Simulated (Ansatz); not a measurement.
# Geometry relaxation of C2H10N2Si (part 1 of 2)

System: C2H10N2Si, SMILES CN(C)N[SiH3].
Method: RKS PBE0-D4/def2-TZVP (Ansatz 0.2.0).

The geometry: GFN2-xTB start. Figures and captions count atoms from 1; the log counts them from 0 in places.

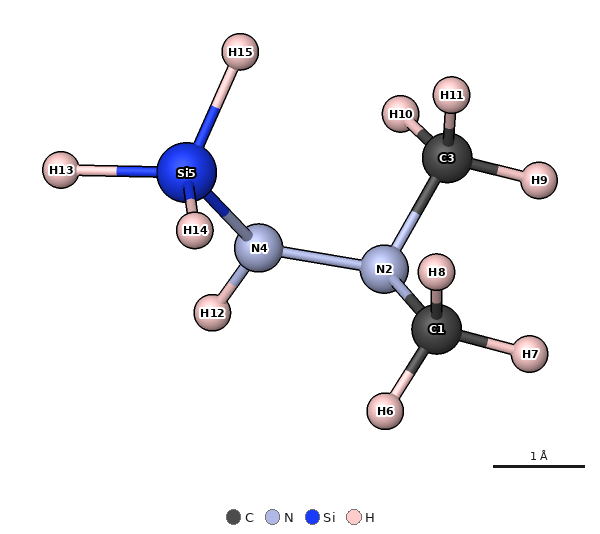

*The input geometry (ball-and-stick view, seen at a tilt; atoms are numbered from 1 in the order of the input).*

Bond lengths as drawn: C–H 1.09 to 1.10 Å, C–N 1.45 Å, H–N 1.01 Å, H–Si 1.46 to 1.47 Å, N–N 1.41 Å and N–Si 1.72 Å.

Summary:

| quantity | value |
| --- | --- |
| outcome | converged |
| total energy | −13086.7195 eV |
| mean-field energy | −13086.4473 eV |
| dispersion energy | −0.2722 eV |
| SCF solution under orbital rotations | stable |
| largest force (length of the vector) at the end | 0.001 eV/Å |
| dipole moment | 0.61 D |
| hardware | 4 threads of Arm Neoverse V2, 23 GiB of memory available, shared host |
| wall time | 35 s (CPU time 2.2 min) |
| peak memory | 0.63 GiB |

The input:
```yaml
crystal:
  periodic: [false, false, false]
  atoms:
    - {symbol: C, position_ang: [-0.715850, -1.293510, 0.635230]}
    - {symbol: N, position_ang: [0.178980, -0.846700, -0.414370]}
    - {symbol: C, position_ang: [1.537110, -0.701620, 0.066580]}
    - {symbol: N, position_ang: [-0.263070, 0.344880, -1.035630]}
    - {symbol: Si, position_ang: [-0.642870, 1.848170, -0.281010]}
    - {symbol: H, position_ang: [-1.722570, -1.369470, 0.227960]}
    - {symbol: H, position_ang: [-0.393110, -2.278780, 0.967540]}
    - {symbol: H, position_ang: [-0.731950, -0.611200, 1.496920]}
    - {symbol: H, position_ang: [1.910150, -1.686290, 0.344580]}
    - {symbol: H, position_ang: [2.146960, -0.303250, -0.740980]}
    - {symbol: H, position_ang: [1.613420, -0.032850, 0.934510]}
    - {symbol: H, position_ang: [-0.727070, 0.113950, -1.902520]}
    - {symbol: H, position_ang: [-0.913770, 2.719160, -1.421240]}
    - {symbol: H, position_ang: [-1.801120, 1.826250, 0.627750]}
    - {symbol: H, position_ang: [0.524770, 2.271260, 0.494690]}
basis:
  gaussian: {orbitals: def2-TZVP}
hamiltonian: {xc: pbe0, dispersion: d4}
relax: {f_tol: 0.005, max_steps: 150}
```

Launch command:
```bash
ansatz run in.yaml --threads 4 --pin off --events-out ev --progress --plain --max-ram 10444MiB
```

Output:
```
Functional definition: PBE0
  name "PBE0"
  cite "Adamo & Barone, J. Chem. Phys. 110, 6158 (1999) doi:10.1063/1.478522"
  cite "Perdew, Burke & Ernzerhof, Phys. Rev. Lett. 77, 3865 (1996) doi:10.1103/PhysRevLett.77.3865"
  parent pbe
  parameter a = 0.25
  parameter kappa = 0.804
  parameter beta = 0.06672455060314922
  exchange = (1 - a)*pbe_x(kappa = kappa, mu = beta*pi^2/3) + a*exact_x
  correlation = pbe_c(beta = beta)
1378 factors; their error is unknown
mean field evaluation 1: about -13077.4950 eV, gradient 6.4e1 eV
mean field evaluation 2: about -13068.8908 eV, gradient 8.6e1 eV
mean field evaluation 4: about -13086.3387 eV, gradient 4.5e0 eV
mean field evaluation 8: about -13086.3769 eV, gradient 6.4e-2 eV
mean field evaluation 16: about -13086.4020 eV, gradient 8.6e-5 eV
mean field -13086.40201444 eV, -480.9164037489 hartree, gradient 2.4e-5 eV, S^2 0.000000; 0 other end points of the search recorded, 0 dependent functions left out
the calculation of the forces begins
reference -13086.40205066 eV, -480.9164050798 hartree; 25, 25 occupied and 196, 196 virtual orbitals, 1378 factors
relax step   1: F+E_penalty+E_count = -13086.67538469 eV  Δ(F+E_penalty+E_count) = +0.000e0 eV  max|allowed force component| = 5.062e-1 eV/Å  Δτ_max = 0.0000 Å  (28 SCF iters, accepted)
these checks for a lower state are left out or cut short: starts, cluster_reference, orbital_swaps, neighbouring_geometries, increment
1378 factors; their error is unknown
mean field -13086.43646467 eV, -480.9176697715 hartree, gradient 1.1e-5 eV, S^2 0.000000; 0 other end points of the search recorded, 0 dependent functions left out
the calculation of the forces begins
reference -13086.43650105 eV, -480.9176711082 hartree; 25, 25 occupied and 196, 196 virtual orbitals, 1378 factors
relax step   2: F+E_penalty+E_count = -13086.70891283 eV  Δ(F+E_penalty+E_count) = -3.353e-2 eV  max|allowed force component| = 2.057e-1 eV/Å  Δτ_max = 0.0489 Å  (31 SCF iters, accepted)
these checks for a lower state are left out or cut short: starts, cluster_reference, orbital_swaps, neighbouring_geometries, increment
1378 factors; their error is unknown
mean field evaluation 32: about -13086.4428 eV, gradient 1.1e-5 eV
mean field -13086.44280631 eV, -480.9179028223 hartree, gradient 1.1e-5 eV, S^2 0.000000; 0 other end points of the search recorded, 0 dependent functions left out
the calculation of the forces begins
reference -13086.44284279 eV, -480.9179041632 hartree; 25, 25 occupied and 196, 196 virtual orbitals, 1378 factors
relax step   3: F+E_penalty+E_count = -13086.71520377 eV  Δ(F+E_penalty+E_count) = -6.291e-3 eV  max|allowed force component| = 6.544e-2 eV/Å  Δτ_max = 0.0464 Å  (30 SCF iters, accepted)
these checks for a lower state are left out or cut short: starts, cluster_reference, orbital_swaps, neighbouring_geometries, increment
1378 factors; their error is unknown
mean field -13086.43575654 eV, -480.9176437481 hartree, gradient 1.5e-5 eV, S^2 0.000000; 0 other end points of the search recorded, 0 dependent functions left out
the calculation of the forces begins
reference -13086.43579310 eV, -480.9176450918 hartree; 25, 25 occupied and 196, 196 virtual orbitals, 1378 factors
relax step   4: F+E_penalty+E_count = -13086.70925513 eV  Δ(F+E_penalty+E_count) = +5.949e-3 eV  max|allowed force component| = 5.142e-1 eV/Å  Δτ_max = 0.1839 Å  (29 SCF iters, rejected (line search))
these checks for a lower state are left out or cut short: starts, cluster_reference, orbital_swaps, neighbouring_geometries, increment
1378 factors; their error is unknown
mean field -13086.44637960 eV, -480.9180341385 hartree, gradient 1.1e-5 eV, S^2 0.000000; 0 other end points of the search recorded, 0 dependent functions left out
the calculation of the forces begins
reference -13086.44641625 eV, -480.9180354853 hartree; 25, 25 occupied and 196, 196 virtual orbitals, 1378 factors
relax step   5: F+E_penalty+E_count = -13086.71887225 eV  Δ(F+E_penalty+E_count) = -3.668e-3 eV  max|allowed force component| = 4.890e-2 eV/Å  Δτ_max = 0.0901 Å  (30 SCF iters, accepted)
these checks for a lower state are left out or cut short: starts, cluster_reference, orbital_swaps, neighbouring_geometries, increment
1378 factors; their error is unknown
mean field -13086.44701090 eV, -480.9180573383 hartree, gradient 1.1e-5 eV, S^2 0.000000; 0 other end points of the search recorded, 0 dependent functions left out
the calculation of the forces begins
reference -13086.44704759 eV, -480.9180586864 hartree; 25, 25 occupied and 196, 196 virtual orbitals, 1378 factors
relax step   6: F+E_penalty+E_count = -13086.71925271 eV  Δ(F+E_penalty+E_count) = -3.805e-4 eV  max|allowed force component| = 4.408e-2 eV/Å  Δτ_max = 0.0334 Å  (30 SCF iters, accepted)
these checks for a lower state are left out or cut short: starts, cluster_reference, orbital_swaps, neighbouring_geometries, increment
1378 factors; their error is unknown
mean field -13086.44724716 eV, -480.9180660205 hartree, gradient 1.0e-5 eV, S^2 0.000000; 0 other end points of the search recorded, 0 dependent functions left out
the calculation of the forces begins
reference -13086.44728386 eV, -480.9180673693 hartree; 25, 25 occupied and 196, 196 virtual orbitals, 1378 factors
relax step   7: F+E_penalty+E_count = -13086.71934690 eV  Δ(F+E_penalty+E_count) = -9.419e-5 eV  max|allowed force component| = 4.003e-2 eV/Å  Δτ_max = 0.0208 Å  (31 SCF iters, accepted)
these checks for a lower state are left out or cut short: starts, cluster_reference, orbital_swaps, neighbouring_geometries, increment
1378 factors; their error is unknown
mean field evaluation 64: about -13086.4473 eV, gradient 2.3e-4 eV
mean field -13086.44728455 eV, -480.9180673948 hartree, gradient 1.1e-5 eV, S^2 0.000000; 0 other end points of the search recorded, 0 dependent functions left out
the calculation of the forces begins
reference -13086.44732125 eV, -480.9180687435 hartree; 25, 25 occupied and 196, 196 virtual orbitals, 1378 factors
relax step   8: F+E_penalty+E_count = -13086.71947014 eV  Δ(F+E_penalty+E_count) = -1.232e-4 eV  max|allowed force component| = 1.188e-2 eV/Å  Δτ_max = 0.0088 Å  (32 SCF iters, accepted)
these checks for a lower state are left out or cut short: starts, cluster_reference, orbital_swaps, neighbouring_geometries, increment
1378 factors; their error is unknown
mean field -13086.44725850 eV, -480.9180664374 hartree, gradient 1.1e-5 eV, S^2 0.000000; 0 other end points of the search recorded, 0 dependent functions left out
the calculation of the forces begins
reference -13086.44729520 eV, -480.9180677860 hartree; 25, 25 occupied and 196, 196 virtual orbitals, 1378 factors
relax step   9: F+E_penalty+E_count = -13086.71947184 eV  Δ(F+E_penalty+E_count) = -1.704e-6 eV  max|allowed force component| = 8.105e-3 eV/Å  Δτ_max = 0.0017 Å  (32 SCF iters, accepted)
these checks for a lower state are left out or cut short: starts, cluster_reference, orbital_swaps, neighbouring_geometries, increment
1378 factors; their error is unknown
mean field -13086.44725817 eV, -480.9180664252 hartree, gradient 1.1e-5 eV, S^2 0.000000; 0 other end points of the search recorded, 0 dependent functions left out
the calculation of the forces begins
reference -13086.44729487 eV, -480.9180677738 hartree; 25, 25 occupied and 196, 196 virtual orbitals, 1378 factors
relax step  10: F+E_penalty+E_count = -13086.71947511 eV  Δ(F+E_penalty+E_count) = -3.265e-6 eV  max|allowed force component| = 9.960e-4 eV/Å  Δτ_max = 0.0009 Å  (32 SCF iters, accepted)
1378 factors; their error is unknown
mean field evaluation 96: about -13086.4215 eV, gradient 4.4e-2 eV
```

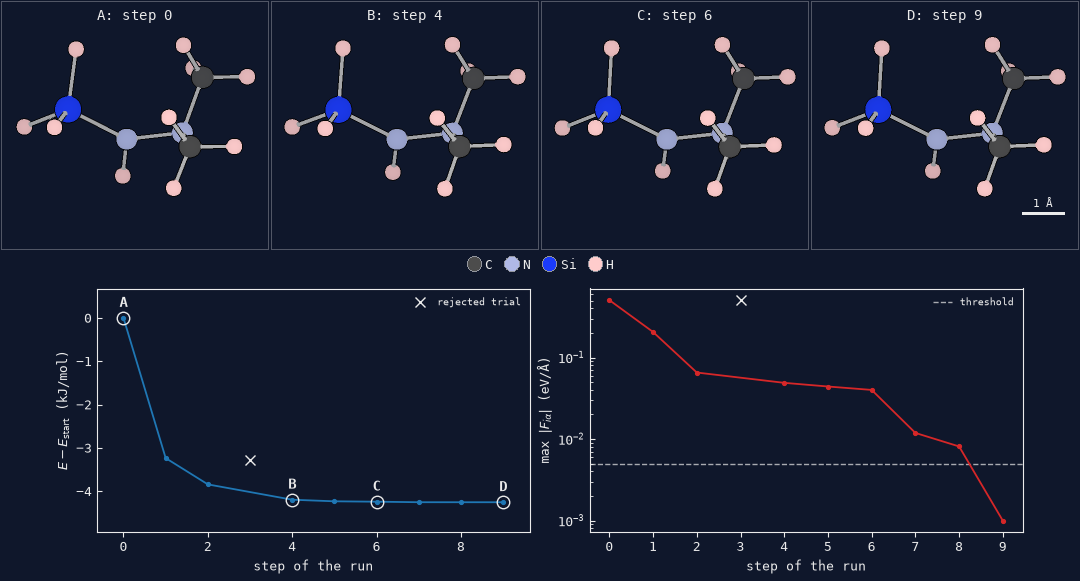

*Frames of the relaxation (ball-and-stick view, seen at a tilt) above the curves, on which the letters mark them (the first geometry is step 0 here and step 1 in the log).*

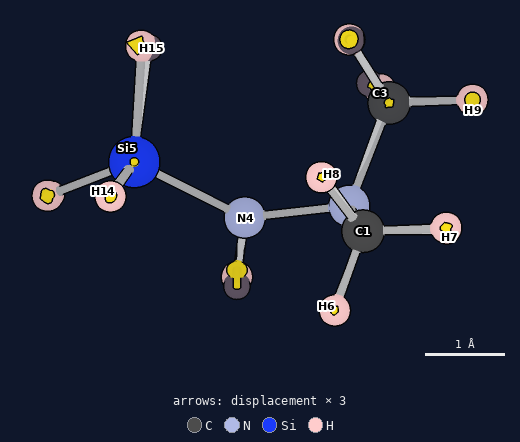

*Start (faint) and end (solid) with the displacements as yellow arrows, magnified 3 times (ball-and-stick view, seen at a tilt). The two geometries are laid on each other by the best rigid fit.*

The energy falls by 4.25 kJ/mol in 9 geometry steps. Largest force component: 0.51 eV/Å at the start, 0.001 eV/Å at the end. The line search rejected the trial step at point 3 (counted from 0) and went back. The atom that moves furthest after the best rigid fit is H12 (0.20 Å). Largest moves by element: H 0.20 Å, C 0.04 Å, Si 0.03 Å, N 0.02 Å. Distances before and after: Si5–H13 1.460 → 1.485 Å, Si5–H15 1.464 → 1.488 Å, Si5–H14 1.472 → 1.492 Å, N2–N4 1.415 → 1.407 Å. Among the angles that change: N4–Si5–H15 107.9° → 111.8°, H13–Si5–H15 112.9° → 110.3°, N2–N4–H12 109.1° → 111.5°. (Atoms are counted from 1 in the order of the input.)

```
mean field -13086.44725817 eV, -480.9180664252 hartree, gradient 1.1e-5 eV, S^2 0.000000; 1 other end points of the search recorded, 0 dependent functions left out
the calculation of the forces begins
reference -13086.44729487 eV, -480.9180677738 hartree; 25, 25 occupied and 196, 196 virtual orbitals, 1378 factors
Total energy: -13086.71951180 eV, -480.9280715617 hartree
Atom 0 at    -0.721013    -1.286737     0.638976 Å, force     0.000466    -0.000274    -0.000262 eV/Å
Atom 1 at     0.167444    -0.850737    -0.414703 Å, force     0.000262    -0.000613     0.000473 eV/Å
Atom 2 at     1.536884    -0.735932     0.037409 Å, force    -0.000011    -0.000252    -0.000010 eV/Å
Atom 3 at    -0.272106     0.337760    -1.025759 Å, force    -0.000479     0.000996    -0.000612 eV/Å
Atom 4 at    -0.661273     1.837022    -0.263320 Å, force    -0.000058     0.000062    -0.000167 eV/Å
Atom 5 at    -1.730378    -1.398551     0.241517 Å, force    -0.000044     0.000067    -0.000146 eV/Å
Atom 6 at    -0.384374    -2.255517     1.014524 Å, force    -0.000087     0.000049     0.000019 eV/Å
Atom 7 at    -0.759749    -0.588145     1.493845 Å, force    -0.000078     0.000128     0.000174 eV/Å
Atom 8 at     1.871223    -1.706087     0.411935 Å, force    -0.000009     0.000137     0.000032 eV/Å
Atom 9 at     2.169798    -0.447724    -0.801820 Å, force    -0.000141    -0.000012     0.000026 eV/Å
Atom 10 at     1.668104     0.005268     0.843788 Å, force    -0.000057    -0.000164    -0.000224 eV/Å
Atom 11 at    -0.556248     0.179109    -1.978202 Å, force     0.000352    -0.000123     0.000770 eV/Å
Atom 12 at    -0.980753     2.751731    -1.388582 Å, force    -0.000029     0.000014     0.000100 eV/Å
Atom 13 at    -1.829589     1.789576     0.663535 Å, force     0.000025     0.000045    -0.000028 eV/Å
Atom 14 at     0.482039     2.368965     0.526867 Å, force    -0.000111    -0.000060    -0.000144 eV/Å
Dipole moment:     0.007459    -0.126486     0.009955 e Å
```
